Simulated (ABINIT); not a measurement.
# SnSe (F-43m): from the cell to the phonon bands, part 2 of 3

How does SnSe (F-43m) vibrate, and is this structure a minimum?

ABINIT 10.8.3; DFT LDA, scalar-relativistic, plane waves, HGH norm-conserving pseudopotentials.

So far. Step 4 (Relaxing the cell and atoms): The volume changes by +1.5 % in this run and stands -6.0 % from the first cell. Step 5 (Self-consistent run for the response): The cell stands at -0.59 GPa: the relaxation ran with a smoothed and higher cutoff, and the difference is a stress of the finite basis. The relaxed cell has a = 6.550 Å (conventional setting).

The structure was built from a prototype and need not be the compound's stable phase.

## (6) Linear response at Γ

At q = 0 one unit cell holds all displacements. The response is solved for single atoms along the cell's directions, and symmetry skips those that follow from others. The crystal is treated as a metal, which screens a static field, so no field response is asked.

File dfpt_gamma.abi:

```

# common to the responses
getwfk_filepath "gso_WFK"
kptopt 2
nqpt 1
qpt 0.0 0.0 0.0
asr 0
chneut 0

# displacements
rfphon 1
rfatpol 1 2
rfdir 1 1 1
tolvrs 1.0d-10
prtwf 0

# basis, mesh and filling
ecut 20.0
ixc 7
ngkpt 8 8 8
nshiftk 1
shiftk 0.0 0.0 0.0
istwfk *1
occopt 3
tsmear 0.01
nband 11
nstep 100
diemac 1000000.0
prtebands 0
prtgsr 0
useylm 1

# cell and atoms
acell 3*1.0 Angstrom
rprim 
    0.0 3.27496299 3.27496299
    3.27496299 0.0 3.27496299
    3.27496299 3.27496299 0.0
ntypat 2
znucl 50 34
natom 2
typat 1 2
xred 
    0.0 0.0 0.0
    0.25 0.25 0.25
pp_dirpath "./pseudo"
pseudos "Sn.hgh, Se.hgh"
```

Launch:

```sh
OMP_NUM_THREADS=1 mpirun -n 2 abinit dfpt_gamma.abi > dfpt_gamma.log
```

Numbers of over 12 decimals in the logs are rounded to 6 here.

dfpt_gamma.abo, the main output file:

```text
[banners, grids, parts of the stress and lines that vanish by symmetry left out]
- input  file    -> dfpt_gamma.abi
- output file    -> dfpt_gamma.abo
- root for input  files -> dfpt_gammai
- root for output files -> dfpt_gammao

 Symmetries : space group F-4 3 m (#216); Bravais cF (face-center cubic)
================================================================================
 Values of the parameters that define the memory need of the present run (RF).
     intxc =       0      iscf =       7    lmnmax =      14     lnmax =       6
     mgfft =      36  mpssoang =       3    mqgrid =    3001     natom =       2
  nloc_mem =       1    nspden =       1   nspinor =       1    nsppol =       1
      nsym =      24    n1xccc =       0    ntypat =       2    occopt =       3
   xclevel =       1
-    mband =          11        mffmem =           1         mkmem =         130
-   mkqmem =         130        mk1mem =         130           mpw =        2085
      nfft =       46656          nkpt =         260
- my_mband =          11
================================================================================
================================================================================

--------------------------------------------------------------------------------
------------- Echo of variables that govern the present computation ------------
--------------------------------------------------------------------------------
-
- outvars: echo of selected default values
-   iomode0 =  0 , fftalg0 =312 , wfoptalg0 =  0
-
- outvars: echo of global parameters not present in the input file
-  max_nthreads =    1
-
 -outvars: echo values of preprocessed input variables
 [... echo left out ...]
================================================================================

 chkinp: Checking input parameters for consistency.

[...]
== DATASET  1 ==================================================================
-   mpi_nproc: 2, omp_nthreads: 1 (-1 if OMP is not activated)

--- !DatasetInfo
iteration_state: {dtset: 1, }
dimensions: {natom: 2, nkpt: 260, mband: 11, nsppol: 1, nspinor: 1, nspden: 1, mpw: 2085, }
cutoff_energies: {ecut:  20.0, pawecutdg:  -1.0, }
electrons: {nelect:   1.00000000E+01, charge:   0.00000000E+00, occopt:   3.00000000E+00, tsmear:   1.00000000E-02, }
meta: {optdriver: 1, rfphon: 1, }
...

 mkfilename: getwfk from: gso_WFK

 Exchange-correlation functional for the present dataset will be:
  LDA: Perdew-Wang 92 LSD fit to Ceperley-Alder data - ixc=7
 Citation for XC functional:
  J.P.Perdew and Y.Wang, PRB 45, 13244 (1992)

 Real(R)+Recip(G) space primitive vectors, cartesian coordinates (Bohr,Bohr^-1):
 R(1)=  0.0000000  6.1887831  6.1887831  G(1)= -0.0807913  0.0807913  0.0807913
 R(2)=  6.1887831  0.0000000  6.1887831  G(2)=  0.0807913 -0.0807913  0.0807913
 R(3)=  6.1887831  6.1887831  0.0000000  G(3)=  0.0807913  0.0807913 -0.0807913
 Unit cell volume ucvol=  4.7407362E+02 bohr^3
 Angles (23,13,12)=  6.00000000E+01  6.00000000E+01  6.00000000E+01 degrees
 setup1 : take into account q-point for computing boxcut.

 getcut: wavevector=  0.0000  0.0000  0.0000  ngfft=  36  36  36
         ecut(hartree)=     20.000   => boxcut(ratio)=   2.04316

--- Pseudopotential description ------------------------------------------------
- pspini: atom type   1  psp file is ./pseudo/Sn.hgh

- pspini: atom type   2  psp file is ./pseudo/Se.hgh

   3.50861101E+02                                ecore*ucvol(ha*bohr**3)
--------------------------------------------------------------------------------

 ==>  initialize data related to q vector <==

 The list of irreducible perturbations for this q vector is:
    1)    idir= 1    ipert=   1
    2)    idir= 1    ipert=   2

[...]
The perturbation idir=   2  ipert=   1 is
 symmetric of a previously calculated perturbation.
 So, its SCF calculation is not needed.

 The perturbation idir=   3  ipert=   1 is
 symmetric of a previously calculated perturbation.
 So, its SCF calculation is not needed.

 The perturbation idir=   2  ipert=   2 is
 symmetric of a previously calculated perturbation.
 So, its SCF calculation is not needed.

 The perturbation idir=   3  ipert=   2 is
 symmetric of a previously calculated perturbation.
 So, its SCF calculation is not needed.

--------------------------------------------------------------------------------
 Perturbation wavevector (in red.coord.)   0.000000  0.000000  0.000000
 Perturbation : displacement of atom   1   along direction   1
 Found     2 symmetries that leave the perturbation invariant.

[...]
dfpt_looppert : total number of electrons, from k and k+q
  fully or partially occupied states are    1.000000E+01 and    1.000000E+01.
 Initialisation of the first-order wave-functions :
  ireadwf=   0

--- !BeginCycle
iteration_state: {dtset: 1, }
solver: {iscf: 7, nstep: 100, nline: 4, wfoptalg: 0, }
tolerances: {tolvrs: 1.00E-10, }
...

     iter   2DEtotal(Ha)        deltaE(Ha) residm    vres2
-ETOT  1   10.907904989182     -7.856E+01 8.140E-01 2.052E+04
 ETOT  2   2.236350     -8.672E+00 6.966E-03 3.111E+02
 ETOT  3   2.140721     -9.563E-02 1.209E-03 2.049E+01
 ETOT  4   2.136114     -4.606E-03 7.233E-05 1.775E+00
 ETOT  5   2.135783     -3.314E-04 1.288E-05 2.234E-02
[...]
At SCF step   11       vres2   =  9.37E-12 < tolvrs=  1.00E-10 =>converged.
[...]
Mean square residual over all n,k,spin=   24.304E-17; max=  58.083E-15

 Thirteen components of 2nd-order total energy (hartree) are
 1,2,3: 0th-order hamiltonian combined with 1st-order wavefunctions
     kin0=   7.68928735E+01 eigvalue=   4.05801347E+00  local=  -2.18517726E+01
 4,5,6: 1st-order hamiltonian combined with 1st and 0th-order wfs
 loc psp =  -7.39408263E+01  Hartree=   1.19909810E+01     xc=  -8.13551873E+00
 note that "loc psp" includes a xc core correction that could be resolved
 7,8,9: eventually, occupation + non-local contributions
    edocc=   7.55591822E+00     enl0=   1.68192580E+01   enl1=  -1.00718679E+02
 1-9 gives the relaxation energy (to be shifted if some occ is /=2.0)
   erelax=  -8.73297527E+01
 10,11,12 Non-relaxation  contributions : frozen-wavefunctions and Ewald
 fr.local=   2.38051357E+01 fr.nonlo=   4.94163360E+01  Ewald=   1.62440601E+01
 13,14 Frozen wf xc core corrections (1) and (2)
 frxc 1  =   0.00000000E+00  frxc 2 =   0.00000000E+00
 Resulting in :
 2DEtotal=    0.2135779048E+01 Ha. Also 2DEtotal=    0.581175086086E+02 eV
    (2DErelax=   -8.7329752726E+01 Ha. 2DEnonrelax=    8.9465531774E+01 Ha)
    (  non-var. 2DEtotal :    2.1357790388E+00 Ha)

[...]
Perturbation wavevector (in red.coord.)   0.000000  0.000000  0.000000
 Perturbation : displacement of atom   2   along direction   1
 Found     2 symmetries that leave the perturbation invariant.

--------------------------------------------------------------------------------

--------------------------------------------------------------------------------

 dfpt_looppert : total number of electrons, from k and k+q
  fully or partially occupied states are    1.000000E+01 and    1.000000E+01.
 Initialisation of the first-order wave-functions :
  ireadwf=   0

--- !BeginCycle
iteration_state: {dtset: 1, }
solver: {iscf: 7, nstep: 100, nline: 4, wfoptalg: 0, }
tolerances: {tolvrs: 1.00E-10, }
...

     iter   2DEtotal(Ha)        deltaE(Ha) residm    vres2
-ETOT  1   138.80390333395     -3.021E+02 9.554E-01 2.876E+05
[...]
ETOT 11   2.139774     -7.844E-12 3.722E-13 1.665E-10
 ETOT 12   2.139774     -1.307E-12 1.470E-14 8.873E-13

 At SCF step   12       vres2   =  8.87E-13 < tolvrs=  1.00E-10 =>converged.
[...]
Mean square residual over all n,k,spin=   56.704E-18; max=  14.700E-15

 Thirteen components of 2nd-order total energy (hartree) are
 1,2,3: 0th-order hamiltonian combined with 1st-order wavefunctions
     kin0=   4.17936794E+02 eigvalue=   2.13650529E+01  local=  -2.57743048E+02
 4,5,6: 1st-order hamiltonian combined with 1st and 0th-order wfs
 loc psp =  -1.99724124E+02  Hartree=   1.05633938E+02     xc=  -4.04488923E+01
 note that "loc psp" includes a xc core correction that could be resolved
 7,8,9: eventually, occupation + non-local contributions
    edocc=   2.75424778E+01     enl0=   1.64502751E+02   enl1=  -6.77854023E+02
 1-9 gives the relaxation energy (to be shifted if some occ is /=2.0)
   erelax=  -4.38789073E+02
 10,11,12 Non-relaxation  contributions : frozen-wavefunctions and Ewald
 fr.local=   8.51352732E+01 fr.nonlo=   3.39549514E+02  Ewald=   1.62440601E+01
 13,14 Frozen wf xc core corrections (1) and (2)
 frxc 1  =   0.00000000E+00  frxc 2 =   0.00000000E+00
 Resulting in :
 2DEtotal=    0.2139774127E+01 Ha. Also 2DEtotal=    0.582262202515E+02 eV
    (2DErelax=   -4.3878907336E+02 Ha. 2DEnonrelax=    4.4092884749E+02 Ha)
    (  non-var. 2DEtotal :    2.1397740820E+00 Ha)

[...]
---- first-order wavefunction calculations are completed ----

 ==> Compute Derivative Database <==

 [... matrices left out ...]
  Phonon wavevector (reduced coordinates) :  0.00000  0.00000  0.00000
 Phonon energies in Hartree :
   1.231773E-05  1.231773E-05  1.231773E-05  5.681530E-04  5.681530E-04
   5.681530E-04
 Phonon frequencies in cm-1    :
-  2.703429E+00  2.703429E+00  2.703429E+00  1.246952E+02  1.246952E+02
-  1.246952E+02

== END DATASET(S) ==============================================================
================================================================================

 -outvars: echo values of variables after computation
            acell      1.8897261259E+00  1.8897261259E+00  1.8897261259E+00 Bohr
           etotal      2.1397741271E+00
            fcart      0.0000000000E+00  0.0000000000E+00  0.0000000000E+00
           strten      0.0000000000E+00  0.0000000000E+00  0.0000000000E+00
================================================================================
```

Elapsed: 2.4 min, on 2 MPI ranks of Intel Xeon at 2.70GHz, shared host.

Numbers from this step:

```
largest acoustic frequency at the zone centre before the sum rule : 2.7 cm⁻¹
highest optical zone-centre mode (no LO-TO term)                  : 124.7 cm⁻¹
lowest optical zone-centre mode                                   : 124.7 cm⁻¹
```

The acoustic modes at Γ come out as far as 2.7 cm⁻¹ from zero, where they should vanish, a small numerical error.

## (7) Modes with the sum rule

anaddb reads the merged derivatives and imposes the acoustic sum rule.

File anaddb.abi:

```
ddb_filepath "gamma_DDB"
output_file "anaddb.abo"
outdata_prefix "anaddb"
asr 1
chneut 1
enunit 2
eivec 1
nph1l 1
qph1l 0.0 0.0 0.0 1.0
```

File mrgddb.in:

```
gamma_DDB
merged
2
dfpt_gammao_DDB
gso_DDB
```

Launch:

```sh
mrgddb < mrgddb.in > mrgddb.log
OMP_NUM_THREADS=1 anaddb anaddb.abi > anaddb.log
```

anaddb.abo, the main output file:

```text
-outvars_anaddb: echo values of input variables ----------------------

 Miscellaneous information :
      enunit         2
       eivec         1
         asr         1
 First list of wavevector (reduced coord.) :
       nph1l         1
       qph1l
                     0.00000000E+00  0.00000000E+00  0.00000000E+00    1.000E+00

================================================================================

 read the DDB information and perform some checks

  ==== Info on the Cryst% object ====
 Real(R)+Recip(G) space primitive vectors, cartesian coordinates (Bohr,Bohr^-1):
 R(1)=  0.0000000  6.1887831  6.1887831  G(1)= -0.0807913  0.0807913  0.0807913
 R(2)=  6.1887831  0.0000000  6.1887831  G(2)=  0.0807913 -0.0807913  0.0807913
 R(3)=  6.1887831  6.1887831  0.0000000  G(3)=  0.0807913  0.0807913 -0.0807913
 Unit cell volume ucvol=  4.7407362E+02 bohr^3
 Angles (23,13,12)=  6.00000000E+01  6.00000000E+01  6.00000000E+01 degrees
 Time-reversal symmetry is present
 Reduced atomic positions [iatom, xred, symbol]:
    1)    0.0000000  0.0000000  0.0000000  Sn
    2)    0.2500000  0.2500000  0.2500000  Se

 DDB file with 3 blocks has been read.

================================================================================

 Treat the first list of vectors

  Phonon wavevector (reduced coordinates) :  0.00000  0.00000  0.00000
 Phonon energies in Hartree :
   0.000000E+00  0.000000E+00  0.000000E+00  5.679497E-04  5.679497E-04
   5.679497E-04
 Phonon energies in meV     :
-  0.000000E+00  0.000000E+00  0.000000E+00  1.545470E+01  1.545470E+01
-  1.545470E+01
 Phonon frequencies in cm-1    :
-  0.000000E+00  0.000000E+00  0.000000E+00  1.246506E+02  1.246506E+02
-  1.246506E+02
 Phonon frequencies in Thz     :
-  0.000000E+00  0.000000E+00  0.000000E+00  3.736930E+00  3.736930E+00
-  3.736930E+00
 Phonon energies in Kelvin  :
-  0.000000E+00  0.000000E+00  0.000000E+00  1.793443E+02  1.793443E+02
-  1.793443E+02

 Eigendisplacements
 (will be given, for each mode : in cartesian coordinates
   for each atom the real part of the displacement vector,
   then the imaginary part of the displacement vector - absolute values smaller than 1.0d-7 are set to zero)
  Mode number    1   Energy    0.000000E+00
 Attention : low frequency mode.
   (Could be unstable or acoustic mode)
-  1  0.00000000E+00  0.00000000E+00 -1.66590241E-03
-     0.00000000E+00  0.00000000E+00  0.00000000E+00
-  2  0.00000000E+00  0.00000000E+00 -1.66590252E-03
-     0.00000000E+00  0.00000000E+00  0.00000000E+00
  Mode number    2   Energy    0.000000E+00
 Attention : low frequency mode.
   (Could be unstable or acoustic mode)
-  1  0.00000000E+00  1.66590241E-03  0.00000000E+00
-     0.00000000E+00  0.00000000E+00  0.00000000E+00
-  2  0.00000000E+00  1.66590252E-03  0.00000000E+00
-     0.00000000E+00  0.00000000E+00  0.00000000E+00
  Mode number    3   Energy    0.000000E+00
 Attention : low frequency mode.
   (Could be unstable or acoustic mode)
-  1  1.66590241E-03  0.00000000E+00  0.00000000E+00
-     0.00000000E+00  0.00000000E+00  0.00000000E+00
-  2  1.66590252E-03  0.00000000E+00  0.00000000E+00
-     0.00000000E+00  0.00000000E+00  0.00000000E+00
  Mode number    4   Energy    5.679497E-04
-  1  0.00000000E+00  0.00000000E+00 -1.35865597E-03
-     0.00000000E+00  0.00000000E+00  0.00000000E+00
-  2  0.00000000E+00  0.00000000E+00  2.04262969E-03
-     0.00000000E+00  0.00000000E+00  0.00000000E+00
  Mode number    5   Energy    5.679497E-04
-  1  0.00000000E+00 -1.35865597E-03  0.00000000E+00
-     0.00000000E+00  0.00000000E+00  0.00000000E+00
-  2  0.00000000E+00  2.04262968E-03  0.00000000E+00
-     0.00000000E+00  0.00000000E+00  0.00000000E+00
  Mode number    6   Energy    5.679497E-04
-  1  1.35865597E-03  0.00000000E+00  0.00000000E+00
-     0.00000000E+00  0.00000000E+00  0.00000000E+00
-  2 -2.04262968E-03  0.00000000E+00  0.00000000E+00
-     0.00000000E+00  0.00000000E+00  0.00000000E+00

 Analysis of degeneracies and characters (maximum tolerance=1.00E-06 a.u.)
 For each vibration mode, or group of modes if degenerate,
 the characters are given for each symmetry operation (see the list in the log file).
 Symmetry characters of vibration mode #   1
       degenerate with vibration modes #   2 to    3
  3.0 -1.0 -1.0 -1.0  1.0 -1.0  1.0 -1.0 -0.0 -0.0  0.0  0.0  1.0 -1.0 -1.0  1.0
 -0.0  0.0  0.0 -0.0  1.0  1.0 -1.0 -1.0
 Symmetry characters of vibration mode #   4
       degenerate with vibration modes #   5 to    6
  3.0 -1.0 -1.0 -1.0  1.0 -1.0  1.0 -1.0 -0.0  0.0 -0.0  0.0  1.0 -1.0 -1.0  1.0
 -0.0 -0.0  0.0  0.0  1.0  1.0 -1.0 -1.0
-
```

Wall time 0.71 s (1 thread).

No LO-TO term; unit eigenvectors of the mass-weighted matrix, from anaddb's displacements. Modes at Γ, with each element's share of the kinetic energy:

| mode | frequency (cm⁻¹) | symmetry | Sn % | Se % |
| --- | --- | --- | --- | --- |
| 1 | 0.0 | acoustic | 60 | 40 |
| 2 | 0.0 | acoustic | 60 | 40 |
| 3 | 0.0 | acoustic | 60 | 40 |
| 4 | 124.7 | T2 | 40 | 60 |
| 5 | 124.7 | T2 | 40 | 60 |
| 6 | 124.7 | T2 | 40 | 60 |

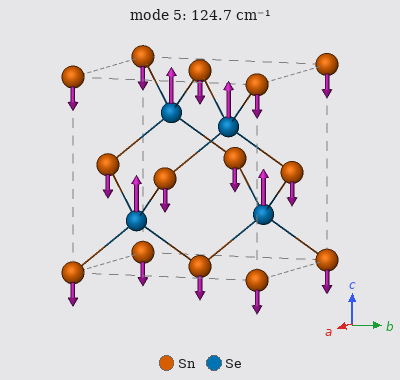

Displacement patterns of mode 5 at Γ; arrows are exaggerated. Bonds to atoms that aren't drawn are left out. Some periodic images of atoms are drawn too.

The rule moves no optical mode by more than 0.1 cm⁻¹.

## (8) Phonons on a q mesh

Linear response treats each wavevector in the unit cell, with no supercell; the 2×2×2 mesh fixes the range of the force constants to be had.

File dfpt_q.abi:

```
ndtset 2

# wavevectors
qpt1 0.5 0.0 0.0
qpt2 0.5 0.5 0.0

# displacements
getwfk_filepath "gso_WFK"
getwfq_filepath "gso_WFK"
kptopt 3
nqpt 1
rfphon 1
rfatpol 1 2
rfdir 1 1 1
tolvrs 1.0d-10
prtwf 0

# basis, mesh and filling
ecut 20.0
ixc 7
ngkpt 8 8 8
nshiftk 1
shiftk 0.0 0.0 0.0
istwfk *1
occopt 3
tsmear 0.01
nband 11
nstep 100
diemac 1000000.0
prtebands 0
prtgsr 0
useylm 1

# cell and atoms
acell 3*1.0 Angstrom
rprim 
    0.0 3.27496299 3.27496299
    3.27496299 0.0 3.27496299
    3.27496299 3.27496299 0.0
ntypat 2
znucl 50 34
natom 2
typat 1 2
xred 
    0.0 0.0 0.0
    0.25 0.25 0.25
pp_dirpath "./pseudo"
pseudos "Sn.hgh, Se.hgh"
```

Launch:

```sh
OMP_NUM_THREADS=1 mpirun -n 2 abinit dfpt_q.abi > dfpt_q.log
```

dfpt_q.abo, the main output file:

```text
[banners, grids, parts of the stress and lines that vanish by symmetry left out]
- input  file    -> dfpt_q.abi
- output file    -> dfpt_q.abo
- root for input  files -> dfpt_qi
[...]
DATASET    1 : space group F-4 3 m (#216); Bravais cF (face-center cubic)
[...]
nfft =       46656          nkpt =         512
[...]
DATASET    2 : space group F-4 3 m (#216); Bravais cF (face-center cubic)
[...]
nfft =       46656          nkpt =         512
[...]
== DATASET  1 ==================================================================
[...]
cutoff_energies: {ecut:  20.0, pawecutdg:  -1.0, }
[...]
Exchange-correlation functional for the present dataset will be:
  LDA: Perdew-Wang 92 LSD fit to Ceperley-Alder data - ixc=7
[...]
Perturbation : displacement of atom   1   along direction   1
[...]
-ETOT  1   290.30090422177      1.807E+02 1.092E+00 1.945E+06
 ETOT  2   22.898442877866     -2.674E+02 1.905E-01 5.599E+04
 ETOT  3   10.824696818456     -1.207E+01 3.615E-02 5.799E+04
 ETOT  4   3.854197     -6.970E+00 1.560E-02 4.274E+03
 ETOT  5   3.411723     -4.425E-01 7.295E-03 3.469E+01
[...]
At SCF step   15       vres2   =  2.19E-11 < tolvrs=  1.00E-10 =>converged.
[...]
Perturbation : displacement of atom   1   along direction   2
[...]
-ETOT  1   14.547751011506     -7.640E+01 7.967E-01 3.185E+04
[...]
At SCF step   11       vres2   =  3.31E-11 < tolvrs=  1.00E-10 =>converged.
[...]
Perturbation : displacement of atom   2   along direction   1
[...]
-ETOT  1   1100.0067513376      6.137E+02 3.195E+00 7.297E+06
[...]
At SCF step   17       vres2   =  8.92E-12 < tolvrs=  1.00E-10 =>converged.
[...]
Perturbation : displacement of atom   2   along direction   2
[...]
-ETOT  1   154.36909598053     -2.899E+02 1.359E+00 3.493E+05
[...]
At SCF step   12       vres2   =  5.47E-12 < tolvrs=  1.00E-10 =>converged.
[...]
Phonon wavevector (reduced coordinates) :  0.50000  0.00000  0.00000
 Phonon energies in Hartree :
[...]
Phonon frequencies in cm-1    :
- -2.087663E+01 -2.087662E+01  6.016997E+01  1.149897E+02  1.149897E+02
-  1.155220E+02
[...]
== DATASET  2 ==================================================================
[...]
cutoff_energies: {ecut:  20.0, pawecutdg:  -1.0, }
[...]
Exchange-correlation functional for the present dataset will be:
  LDA: Perdew-Wang 92 LSD fit to Ceperley-Alder data - ixc=7
[...]
- 34.00000   6.00000     10605                znucl, zion, pspdat
[...]
Perturbation : displacement of atom   1   along direction   1
[...]
-ETOT  1   160.23790349504      5.714E+01 8.426E-01 8.036E+05
[...]
At SCF step   13       vres2   =  3.65E-11 < tolvrs=  1.00E-10 =>converged.
[...]
Perturbation : displacement of atom   2   along direction   1
[...]
-ETOT  1   612.92998691300      1.413E+02 1.772E+00 2.985E+06
[...]
ETOT 13  0.981650     -7.446E-12 8.692E-14 1.400E-10
 ETOT 14  0.981650      7.674E-12 3.196E-15 9.674E-12
 At SCF step   14       vres2   =  9.67E-12 < tolvrs=  1.00E-10 =>converged.
[...]
Phonon wavevector (reduced coordinates) :  0.50000  0.50000  0.00000
 Phonon energies in Hartree :
[...]
Phonon frequencies in cm-1    :
- -4.387995E+01 -4.387995E+01  8.572930E+01  8.572930E+01  9.378250E+01
-  1.003821E+02
[...]
strten1     0.0000000000E+00  0.0000000000E+00  0.0000000000E+00
           strten2     0.0000000000E+00  0.0000000000E+00  0.0000000000E+00
================================================================================
```

Run time: 23 min. Hardware: 2 MPI ranks; 46 min of CPU time.

Numbers from this step:

| Quantity | Value |
| --- | --- |
| lowest mode on the q mesh (acoustic ones at the zone centre apart) | -43.88 cm⁻¹ |

Frequencies (cm⁻¹) before the sum rule at the irreducible wavevectors but Γ, which is solved apart; negative means imaginary. Frequencies by wavevector:

| q (fractions) | star | mode 1 | mode 2 | mode 3 | mode 4 | mode 5 | mode 6 |
| --- | --- | --- | --- | --- | --- | --- | --- |
| 0.5 0 0 | 4 | -20.88 | -20.88 | 60.17 | 115 | 115 | 115.5 |
| 0.5 0.5 0 | 3 | -43.88 | -43.88 | 85.73 | 85.73 | 93.78 | 100.4 |

[end of part 2 of 3]

[Host names and launcher messages were left out of these logs when they were recorded.]

[Logs are printed without paths, hosts, clocks, repeated set-up lines and the standing remarks that a program may print on its own settings, such as how far it seeks lower states.]

[Hosts, paths, dates, database ids (printed as entryN), source tags and the programs' standing remarks are cut or masked in the printed files.]
